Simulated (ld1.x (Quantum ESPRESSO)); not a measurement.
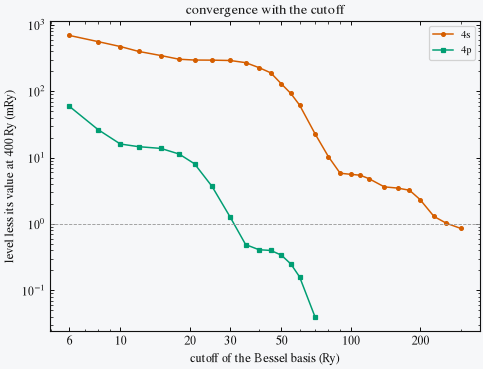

*The pseudo-atom Hamiltonian at the reference potential is diagonalised in spherical Bessel functions (20 bohr box) up to the cutoff. Curves: distance of each valence level from its value at 400 Ry.*

- Cutoffs from which each level stays within 1 mRy: 4s: 300 Ry; 4p: 35 Ry.
- Cutoffs for 10 and 1 mRy in the occupation-weighted sum of levels: 120 Ry and over 300 Ry, on the ladder of cutoffs that was run.
- Hardest occupied shell: 4s: its level needs 300 Ry to come within 1 mRy, against 35 Ry for 4p.

Run report: Kr, pseudopotential generation

System: krypton (Kr, Z = 36), core [Ar] 3d10, reference valence 4s2 4p6, valence charge 8.
Method: TM potential, PBEsol, scalar-relativistic, made with ld1.x (Quantum ESPRESSO) 7.5.

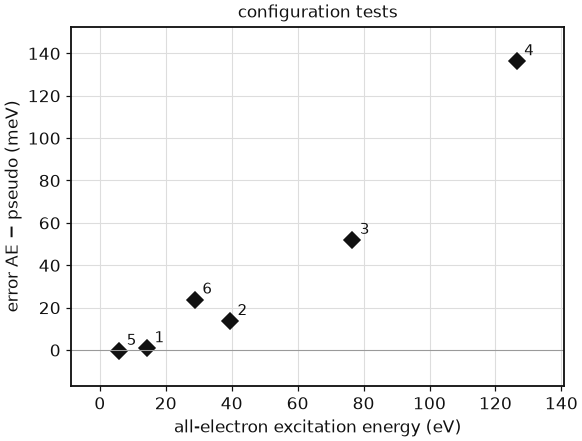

*Errors, all-electron minus pseudo, of the energies of valence configurations relative to the unpolarised reference 4s2 4p6. Points: 1 = 4s2 4p5; 2 = 4s2 4p4; 3 = 4s2 4p3; 4 = 4s2 4p2; 5 = 4s2 4p5.5; 6 = 4s1 4p6.*

- Worst configuration: 4s2 4p2 (charge +4): the error is +136 meV on an all-electron energy of +126.39 eV relative to the reference, or 0.11 %.
- Errors in meV: 4s2 4p5: +0.8; 4s2 4p4: +14; 4s2 4p3: +52; 4s2 4p2: +136; 4s2 4p5.5: -0.5; 4s1 4p6: +24.
- Configurations within 10 meV and within 50 meV: 2 and 4 of 6.

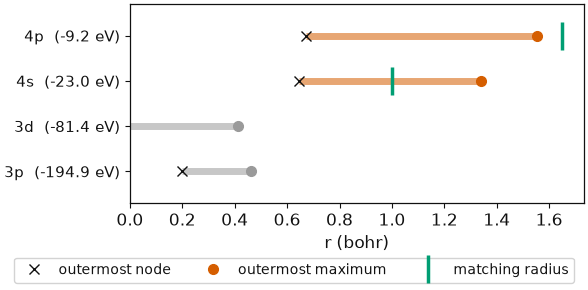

*Outer shells of the all-electron reference atom: each bar runs from the outermost node (or the nucleus) to the outermost maximum of u(r); the tick is the radius chosen for the pseudo-wave. Shells without a tick have no pseudo-wave of their own. Levels, nodes and maxima are from ld1.x, scalar-relativistic.*

- Radii against the shells: 4s: 1.00 bohr, between node and maximum; 4p: 1.65 bohr, outside the maximum.

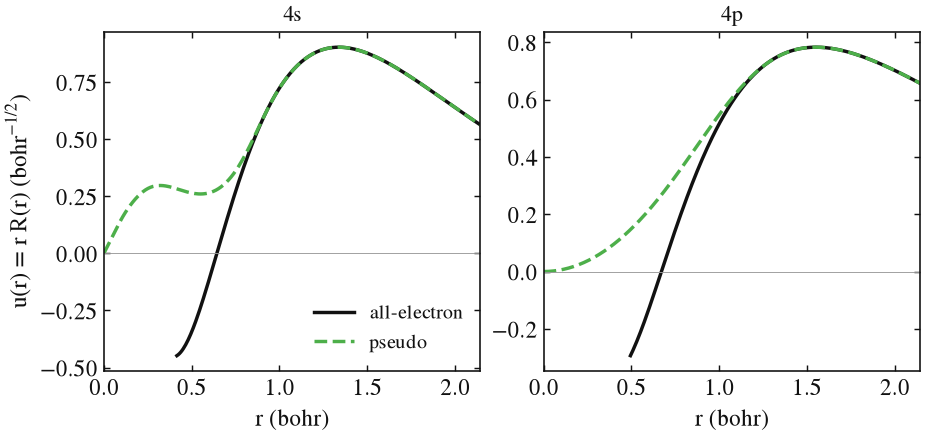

*Pseudo-waves (dashed) against the all-electron radial functions (solid). The innermost oscillations of some all-electron curves aren't drawn. Reference configuration 4s2 4p6.*

- Matching radii: 4s at 1.00 bohr; 4p at 1.65 bohr. The curves merge smoothly, so the plot gives these only roughly.
- Nodes of the pseudo-waves: 4s has no node; 4p has no node.
- Cutoffs needed: 120 Ry (loose) and over 300 Ry (tight), as the cutoffs, on a coarse ladder, from which the occupation-weighted sum of valence levels, in a spherical-Bessel basis at the reference potential, stays within 10 and 1 mRy of its value at 400 Ry.

These pictures come from the run below.

## Input
```
 &input
   title='Kr', zed=36., rel=1, dft='PBESOL', iswitch=3,
   config='[Ar] 3d10 4s2 4p6',
   nld=2, rlderiv=1.80, eminld=-4.0, emaxld=5.0, deld=0.02
 /
 &inputp
   pseudotype=2, tm=.true., lloc=-1, rcloc=1.65,
   nlcc=.false.,
   file_pseudopw='Kr.UPF', file_wfcaegen='ae.wfc', file_wfcncgen='nc.wfc', file_beta='beta', file_chi='chi'
 /
2
4S  1  0   2.00   0.00  1.00  1.00  0.0
4P  2  1   6.00   0.00  1.65  1.65  0.0
 &test
   configts(1)='4s2 4p6'
 /
```

## Input of the test run
```
 &input
   title='Kr', zed=36., rel=1, dft='PBESOL', iswitch=2,
   config='[Ar] 3d10 4s2 4p6'
 /
 &test
   file_pseudo='Kr.UPF', nconf=7,
   configts(1)='4s2 4p6',
   configts(2)='4s2 4p5',
   configts(3)='4s2 4p4',
   configts(4)='4s2 4p3',
   configts(5)='4s2 4p2',
   configts(6)='4s2 4p5.5',
   configts(7)='4s1 4p6'
 /
```

Run as:
```bash
ld1.x < Kr.in > Kr.out
```

## The program's output
```
     Program LD1 v.7.5
     --------------------------- All-electron run ----------------------------

     Kr
     scalar relativistic calculation

     atomic number is 36.00
     dft =PBESOL   lsd =0 sic =0 latt =0  beta=0.20 tr2=1.0E-14
     Exchange-correlation= PBESOL
                           (   1   4  10   8   0   0   0)
     mesh =1217 r(mesh) = 101.13751 a.u. xmin = -7.00 dx = 0.01250
     1 Ry =  13.60569312 eV, c = 137.03599908

     n l     nl                  e(Ry)          e(Ha)          e(eV)
     1 0     1S 1( 2.00)     -1039.8729      -519.9365    -14148.1917
     2 0     2S 1( 2.00)      -136.9394       -68.4697     -1863.1557
     2 1     2P 1( 6.00)      -121.1070       -60.5535     -1647.7447
     3 0     3S 1( 2.00)       -19.3676        -9.6838      -263.5093
     3 1     3P 1( 6.00)       -14.3283        -7.1641      -194.9463
     3 2     3D 1(10.00)        -5.9826        -2.9913       -81.3979
     4 0     4S 1( 2.00)        -1.6936        -0.8468       -23.0423
     4 1     4P 1( 6.00)        -0.6791        -0.3395        -9.2393

     final scf error:  4.2E-15 reached in  39 iterations

     Etot =   -5576.959629 Ry,   -2788.479815 Ha,  -75878.401276 eV

     Ekin =    5704.037007 Ry,    2852.018504 Ha,   77607.377081 eV
     Encl =  -13455.542630 Ry,   -6727.771315 Ha, -183071.983829 eV
     Eh   =    2363.867829 Ry,    1181.933914 Ha,   32162.060261 eV
     Exc  =    -189.321835 Ry,     -94.660917 Ha,   -2575.854788 eV

     normalization and overlap integrals

     s(1S/1S) =  1.000000  <r> =   0.0415  <r2> =    0.0023  r(max) =   0.0271
     s(2S/2S) =  1.000000  <r> =   0.1836  <r2> =    0.0398  r(max) =   0.1540
     s(2P/2P) =  1.000000  <r> =   0.1602  <r2> =    0.0314  r(max) =   0.1229
     s(3S/3S) =  1.000000  <r> =   0.5308  <r2> =    0.3239  r(max) =   0.4684
     s(3P/3P) =  1.000000  <r> =   0.5409  <r2> =    0.3424  r(max) =   0.4625
     s(3D/3D) =  1.000000  <r> =   0.5560  <r2> =    0.3812  r(max) =   0.4133
     s(4S/4S) =  1.000000  <r> =   1.5715  <r2> =    2.8333  r(max) =   1.3384
     s(4P/4P) =  1.000000  <r> =   1.9433  <r2> =    4.4486  r(max) =   1.5550

     ------------------------ End of All-electron run ------------------------

     --------------------- Generating NC pseudopotential ---------------------

      Generating local potential from pseudized AE potential:
      Matching radius rcloc =   1.6500

      Local pseudo, rcloc= 1.635 Estimated cut-off energy=     9.37 Ry

      Wfc   4S  rcut= 0.992  Using Troullier-Martins method

      Wfc   4P  rcut= 1.635  Using Troullier-Martins method

     ------------------- End of pseudopotential generation -------------------

     --------------------------- All-electron run ----------------------------

     Kr
     scalar relativistic calculation

     atomic number is 36.00
     dft =PBESOL   lsd =0 sic =0 latt =0  beta=0.20 tr2=1.0E-14
     Exchange-correlation= PBESOL
                           (   1   4  10   8   0   0   0)
     mesh =1217 r(mesh) = 101.13751 a.u. xmin = -7.00 dx = 0.01250
     1 Ry =  13.60569312 eV, c = 137.03599908

     n l     nl                  e(Ry)          e(Ha)          e(eV)
     1 0     1S 1( 2.00)     -1039.8729      -519.9365    -14148.1917
     2 0     2S 1( 2.00)      -136.9394       -68.4697     -1863.1557
     2 1     2P 1( 6.00)      -121.1070       -60.5535     -1647.7447
     3 0     3S 1( 2.00)       -19.3676        -9.6838      -263.5093
     3 1     3P 1( 6.00)       -14.3283        -7.1641      -194.9463
     3 2     3D 1(10.00)        -5.9826        -2.9913       -81.3979
     4 0     4S 1( 2.00)        -1.6936        -0.8468       -23.0423
     4 1     4P 1( 6.00)        -0.6791        -0.3395        -9.2393

     final scf error:  4.2E-15 reached in  39 iterations

     Etot =   -5576.959629 Ry,   -2788.479815 Ha,  -75878.401276 eV

     Ekin =    5704.037007 Ry,    2852.018504 Ha,   77607.377081 eV
     Encl =  -13455.542630 Ry,   -6727.771315 Ha, -183071.983829 eV
     Eh   =    2363.867829 Ry,    1181.933914 Ha,   32162.060261 eV
     Exc  =    -189.321835 Ry,     -94.660917 Ha,   -2575.854788 eV

     normalization and overlap integrals

     s(1S/1S) =  1.000000  <r> =   0.0415  <r2> =    0.0023  r(max) =   0.0271
     s(2S/2S) =  1.000000  <r> =   0.1836  <r2> =    0.0398  r(max) =   0.1540
     s(2P/2P) =  1.000000  <r> =   0.1602  <r2> =    0.0314  r(max) =   0.1229
     s(3S/3S) =  1.000000  <r> =   0.5308  <r2> =    0.3239  r(max) =   0.4684
     s(3P/3P) =  1.000000  <r> =   0.5409  <r2> =    0.3424  r(max) =   0.4625
     s(3D/3D) =  1.000000  <r> =   0.5560  <r2> =    0.3812  r(max) =   0.4133
     s(4S/4S) =  1.000000  <r> =   1.5715  <r2> =    2.8333  r(max) =   1.3384
     s(4P/4P) =  1.000000  <r> =   1.9433  <r2> =    4.4486  r(max) =   1.5550

     ------------------------ End of All-electron run ------------------------

     Computing logarithmic derivative in   1.79544
     Message from routine run_pseudo:
     Warning: convergence not achieved
     Computing logarithmic derivative in   1.79544
     Computing the partial wave expansion
     R is outside the sphere for l=    0 j= 0.00
     R is outside the sphere for l=    1 j= 0.00

     ---------------------- Testing the pseudopotential ----------------------

     Kr
     scalar relativistic calculation

     atomic number is 36.00   valence charge is  8.00
     dft =PBESOL   lsd =0 sic =0 latt =0  beta=0.20 tr2=1.0E-14
     mesh =1217 r(mesh) = 101.13751 xmin = -7.00 dx = 0.01250

     n l     nl             e AE (Ry)        e PS (Ry)    De AE-PS (Ry)
     1 0     4S   1( 2.00)       -1.69358       -1.69354       -0.00004
     2 1     4P   1( 6.00)       -0.67907       -0.67908        0.00001

     eps = 6.0E-13  iter =201

     Etot =   -5576.959629 Ry,   -2788.479815 Ha,  -75878.401276 eV
     Etotps =   -36.839158 Ry,     -18.419579 Ha,    -501.222274 eV

     Ekin =      12.139461 Ry,       6.069730 Ha,     165.165778 eV
     Encl =     -78.994790 Ry,     -39.497395 Ha,   -1074.778876 eV
     Ehrt =      31.273342 Ry,      15.636671 Ha,     425.495489 eV
     Ecxc =      -6.272482 Ry,      -3.136241 Ha,     -85.341469 eV
     Epseu=       5.015313 Ry,       2.507656 Ha,      68.236804 eV

     ---------------------- End of pseudopotential test ----------------------
```

## Output of the test run (extracts)
```
     ---------------------- Testing the pseudopotential ----------------------

     Kr
     scalar relativistic calculation

     atomic number is 36.00   valence charge is  8.00
     dft =PBESOL   lsd =0 sic =0 latt =0  beta=0.20 tr2=1.0E-14
     mesh =1217 r(mesh) = 101.13751 xmin = -7.00 dx = 0.01250

     n l     nl             e AE (Ry)        e PS (Ry)    De AE-PS (Ry)
     1 0     4S   1( 2.00)       -1.69358       -1.69354       -0.00004
     2 1     4P   1( 6.00)       -0.67907       -0.67908        0.00001

     eps = 5.3E-13  iter =201

     Etot =   -5576.959629 Ry,   -2788.479815 Ha,  -75878.401276 eV
     Etotps =   -36.839158 Ry,     -18.419579 Ha,    -501.222274 eV

     Ekin =      12.139461 Ry,       6.069730 Ha,     165.165778 eV
     Encl =     -78.994790 Ry,     -39.497395 Ha,   -1074.778876 eV
     Ehrt =      31.273342 Ry,      15.636671 Ha,     425.495489 eV
     Ecxc =      -6.272482 Ry,      -3.136241 Ha,     -85.341469 eV
     Epseu=       5.015313 Ry,       2.507656 Ha,      68.236804 eV

     ---------------------- End of pseudopotential test ----------------------

     ---------------------- Testing the pseudopotential ----------------------

     Kr
     scalar relativistic calculation

     atomic number is 36.00   valence charge is  8.00
     dft =PBESOL   lsd =0 sic =0 latt =0  beta=0.20 tr2=1.0E-14
     mesh =1217 r(mesh) = 101.13751 xmin = -7.00 dx = 0.01250

     n l     nl             e AE (Ry)        e PS (Ry)    De AE-PS (Ry)
     1 0     4S   1( 2.00)       -2.49747       -2.49670       -0.00077
     2 1     4P   1( 5.00)       -1.43659       -1.43595       -0.00064

     eps = 7.9E-15  iter = 60

     Etot =   -5575.909840 Ry,   -2787.954920 Ha,  -75864.118161 eV
     Etotps =   -35.789427 Ry,     -17.894713 Ha,    -486.939957 eV
     dEtot_ae =       1.049790 Ry
     dEtot_ps =       1.049731 Ry,   Delta E=       0.000059 Ry

     Ekin =      11.589870 Ry,       5.794935 Ha,     157.688217 eV
     Encl =     -72.052988 Ry,     -36.026494 Ha,    -980.330844 eV
     Ehrt =      25.294485 Ry,      12.647243 Ha,     344.149004 eV
     Ecxc =      -5.571048 Ry,      -2.785524 Ha,     -75.797969 eV
     Epseu=       4.950254 Ry,       2.475127 Ha,      67.351635 eV

     ---------------------- End of pseudopotential test ----------------------

     ---------------------- Testing the pseudopotential ----------------------

     Kr
     scalar relativistic calculation

     atomic number is 36.00   valence charge is  8.00
     dft =PBESOL   lsd =0 sic =0 latt =0  beta=0.20 tr2=1.0E-14
     mesh =1217 r(mesh) = 101.13751 xmin = -7.00 dx = 0.01250

     n l     nl             e AE (Ry)        e PS (Ry)    De AE-PS (Ry)
     1 0     4S   1( 2.00)       -3.38720       -3.38515       -0.00205
     2 1     4P   1( 4.00)       -2.27742       -2.27533       -0.00210

     eps = 1.7E-13  iter =201

     Etot =   -5574.059345 Ry,   -2787.029672 Ha,  -75838.940895 eV
     Etotps =   -33.939877 Ry,     -16.969938 Ha,    -461.775546 eV
     dEtot_ae =       2.900284 Ry
     dEtot_ps =       2.899281 Ry,   Delta E=       0.001003 Ry

     Ekin =      10.724446 Ry,       5.362223 Ha,     145.913524 eV
     Encl =     -64.172854 Ry,     -32.086427 Ha,    -873.116165 eV
     Ehrt =      19.504300 Ry,       9.752150 Ha,     265.369526 eV
     Ecxc =      -4.786690 Ry,      -2.393345 Ha,     -65.126235 eV
     Epseu=       4.790921 Ry,       2.395461 Ha,      65.183805 eV

     ---------------------- End of pseudopotential test ----------------------

     ---------------------- Testing the pseudopotential ----------------------

     Kr
     scalar relativistic calculation

     atomic number is 36.00   valence charge is  8.00
     dft =PBESOL   lsd =0 sic =0 latt =0  beta=0.20 tr2=1.0E-14
     mesh =1217 r(mesh) = 101.13751 xmin = -7.00 dx = 0.01250

     n l     nl             e AE (Ry)        e PS (Ry)    De AE-PS (Ry)
     1 0     4S   1( 2.00)       -4.34558       -4.34161       -0.00396
     2 1     4P   1( 3.00)       -3.18584       -3.18108       -0.00476

     eps = 3.3E-13  iter =201

     Etot =   -5571.333327 Ry,   -2785.666663 Ha,  -75801.851531 eV
     Etotps =   -31.216670 Ry,     -15.608335 Ha,    -424.724429 eV
     dEtot_ae =       5.626302 Ry
     dEtot_ps =       5.622488 Ry,   Delta E=       0.003815 Ry

     Ekin =       9.549963 Ry,       4.774981 Ha,     129.933861 eV
     Encl =     -55.499799 Ry,     -27.749900 Ha,    -755.113238 eV
     Ehrt =      14.169754 Ry,       7.084877 Ha,     192.789329 eV
     Ecxc =      -3.952526 Ry,      -1.976263 Ha,     -53.776860 eV
     Epseu=       4.515939 Ry,       2.257969 Ha,      61.442479 eV

     ---------------------- End of pseudopotential test ----------------------

     ---------------------- Testing the pseudopotential ----------------------

     Kr
     scalar relativistic calculation

     atomic number is 36.00   valence charge is  8.00
     dft =PBESOL   lsd =0 sic =0 latt =0  beta=0.20 tr2=1.0E-14
     mesh =1217 r(mesh) = 101.13751 xmin = -7.00 dx = 0.01250

     n l     nl             e AE (Ry)        e PS (Ry)    De AE-PS (Ry)
     1 0     4S   1( 2.00)       -5.36088       -5.35418       -0.00670  !
     2 1     4P   1( 2.00)       -4.15073       -4.14137       -0.00935  !

     eps = 2.4E-13  iter =201

     Etot =   -5567.669971 Ry,   -2783.834985 Ha,  -75752.009033 eV
     Etotps =   -27.559511 Ry,     -13.779756 Ha,    -374.966250 eV
     dEtot_ae =       9.289659 Ry
     dEtot_ps =       9.279647 Ry,   Delta E=       0.010012 Ry

     Ekin =       8.075100 Ry,       4.037550 Ha,     109.867331 eV
     Encl =     -46.129792 Ry,     -23.064896 Ha,    -627.627790 eV
     Ehrt =       9.485728 Ry,       4.742864 Ha,     129.059911 eV
     Ecxc =      -3.096304 Ry,      -1.548152 Ha,     -42.127356 eV
     Epseu=       4.105756 Ry,       2.052878 Ha,      55.861654 eV

     ---------------------- End of pseudopotential test ----------------------

     ---------------------- Testing the pseudopotential ----------------------

     Kr
     scalar relativistic calculation

     atomic number is 36.00   valence charge is  8.00
     dft =PBESOL   lsd =0 sic =0 latt =0  beta=0.20 tr2=1.0E-14
     mesh =1217 r(mesh) = 101.13751 xmin = -7.00 dx = 0.01250

     n l     nl             e AE (Ry)        e PS (Ry)    De AE-PS (Ry)
     1 0     4S   1( 2.00)       -2.08330       -2.08296       -0.00034
     2 1     4P   1( 5.50)       -1.04607       -1.04584       -0.00024

     eps = 2.1E-12  iter =201

     Etot =   -5576.529477 Ry,   -2788.264739 Ha,  -75872.548760 eV
     Etotps =   -36.408972 Ry,     -18.204486 Ha,    -495.369302 eV
     dEtot_ae =       0.430152 Ry
     dEtot_ps =       0.430186 Ry,   Delta E=      -0.000034 Ry

     Ekin =      11.904518 Ry,       5.952259 Ha,     161.969215 eV
     Encl =     -75.653698 Ry,     -37.826849 Ha,   -1029.321002 eV
     Ehrt =      28.281746 Ry,      14.140873 Ha,     384.792759 eV
     Ecxc =      -5.934666 Ry,      -2.967333 Ha,     -80.745246 eV
     Epseu=       4.993128 Ry,       2.496564 Ha,      67.934972 eV

     ---------------------- End of pseudopotential test ----------------------

     ---------------------- Testing the pseudopotential ----------------------

     Kr
     scalar relativistic calculation

     atomic number is 36.00   valence charge is  8.00
     dft =PBESOL   lsd =0 sic =0 latt =0  beta=0.20 tr2=1.0E-14
     mesh =1217 r(mesh) = 101.13751 xmin = -7.00 dx = 0.01250

     n l     nl             e AE (Ry)        e PS (Ry)    De AE-PS (Ry)
     1 0     4S   1( 1.00)       -2.55562       -2.55090       -0.00472
     2 1     4P   1( 6.00)       -1.48354       -1.48287       -0.00067

     eps = 1.7E-13  iter =201

     Etot =   -5574.843369 Ry,   -2787.421685 Ha,  -75849.608089 eV
     Etotps =   -34.724644 Ry,     -17.362322 Ha,    -472.452848 eV
     dEtot_ae =       2.116260 Ry
     dEtot_ps =       2.114514 Ry,   Delta E=       0.001746 Ry

     Ekin =      12.000783 Ry,       6.000392 Ha,     163.278976 eV
     Encl =     -70.992452 Ry,     -35.496226 Ha,    -965.901510 eV
     Ehrt =      24.933842 Ry,      12.466921 Ha,     339.242197 eV
     Ecxc =      -5.495531 Ry,      -2.747766 Ha,     -74.770511 eV
     Epseu=       4.828714 Ry,       2.414357 Ha,      65.698000 eV

     ---------------------- End of pseudopotential test ----------------------
```

## Results in brief

- outcome: generated
- cutoffs needed: 120 Ry and over 300 Ry (the cutoffs, on a coarse ladder, from which the occupation-weighted sum of valence levels, in a spherical-Bessel basis at the reference potential, stays within 10 and 1 mRy of its value at 400 Ry); ghost states and empty shells don't enter this sum
- ghost test: no ghost state below the valence levels in the s, p, d, f channels (spherical-Bessel basis up to 400 Ry, 20 bohr box)
- largest excitation error: +136 meV (all-electron minus pseudo) for 4s2 4p2, out of 6 test configurations
- range over which the phases arctan(r u′/u) at the test radius agree within 0.05 rad (a looser test near the poles than one of phase shifts): s: up to about 1.6 Ry; p: over the whole range computed
- hardware: 1 CPU thread, shared host
- wall time: 2.6 s

## Remarks

The scattering phases part by more than π/2 and stay apart in s from about 3.3 Ry: a level there is either far displaced or one that only the pseudo-atom has. Warnings of the program, in the generation or the tests: convergence not achieved.
